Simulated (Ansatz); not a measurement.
**Pressure series in hypothetical diamond Ni**

Start from Ni in the diamond structure (space group Fd-3m, No. 227; a = 5.100 Å; ferromagnetic; a hypothetical phase, not in the database extracts checked).

Cell and atoms are relaxed at each pressure.

All numbers come from Kohn–Sham DFT with the PBE functional, run in Ansatz (a program for electronic structure) with PAW and 420 eV plane waves, without spin-orbit coupling.

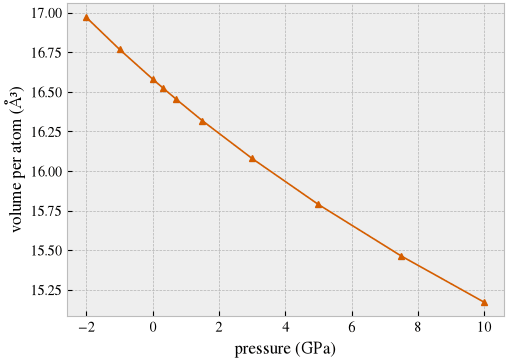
Figure: Volume per atom against pressure

Q: From the plot, what is the volume per atom for pressure 1.5 GPa?

A: About 16.3 Å³.

Q: Is the trend monotonic over the range shown?

A: Yes, it falls throughout, spanning 15.17 Å³ to 16.97 Å³.

Other magnetic orders, which the real material may have, were not ruled out. Load acts through the strain it causes; cell and atoms are relaxed under it. Whether these cells are dynamically stable was not tested. No other phases were tried under pressure.
